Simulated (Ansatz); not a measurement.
Hypothetical CdI2 type SiO2: response to strain

The parent structure is SiO₂ in the CdI2 type structure (space group P-3m1, No. 164; a = 2.6703 Å, c = 4.5421 Å; a hypothetical phase, not in the database extracts checked; layered, stacked along the Cartesian z axis). Axes: x lies along a and z along c of the hexagonal cell.

Strains are applied to the cell and any free atomic positions relax; under biaxial strain the out-of-plane vector relaxes too.

The values are results of r2SCAN+rVV10/PAW in Ansatz (a program for electronic structure), scalar-relativistic without spin-orbit coupling, not measurements.

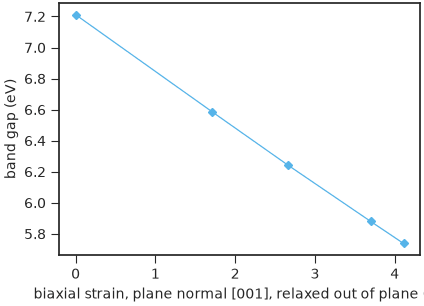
*Band gap against biaxial strain, plane normal [001], relaxed out of plane*

```csv
"biaxial strain, plane normal [001], relaxed out of plane (%)",band gap
1.71,6.59 eV
2.66,6.24 eV
3.7,5.88 eV
4.11,5.74 eV
```

No phonon test of stability was made.
